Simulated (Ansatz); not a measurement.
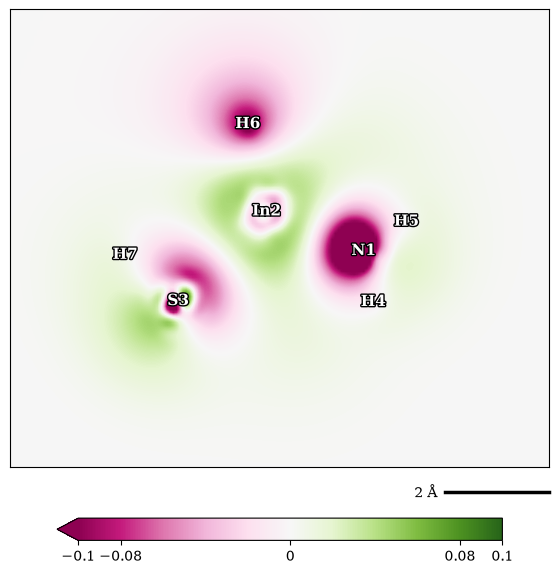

Figure 1: H$_{4}$InNS (SMILES [NH2][InH][SH]). The LUMO on the plane of atoms In2, S3 and H7 (values in Å⁻³ᐟ²; the overall sign is arbitrary).

Core potentials replace the inner electrons of In.

Theory: RKS PBE0/def2-SVP in Ansatz 0.2.0.

```yaml
atoms:
  - { symbol: N, position_ang: [-0.7949, 0.2644, -1.0459] }
  - { symbol: In, position_ang: [0.1400, 0.5698, 0.7133] }
  - { symbol: S, position_ang: [1.3199, -1.3895, 1.4825] }
  - { symbol: H, position_ang: [-0.9471, -0.6719, -1.4043] }
  - { symbol: H, position_ang: [-1.5097, 0.8975, -1.3866] }
  - { symbol: H, position_ang: [0.1921, 2.0765, 1.5282] }
  - { symbol: H, position_ang: [1.8292, -0.7641, 2.5663] }
```

Question: Where does this orbital lie, and at what energy?

Answer: It lies mainly on In2 (about 75 %), S3 (about 10 %) and N1 (about 10 %). Its energy is −0.79 eV.
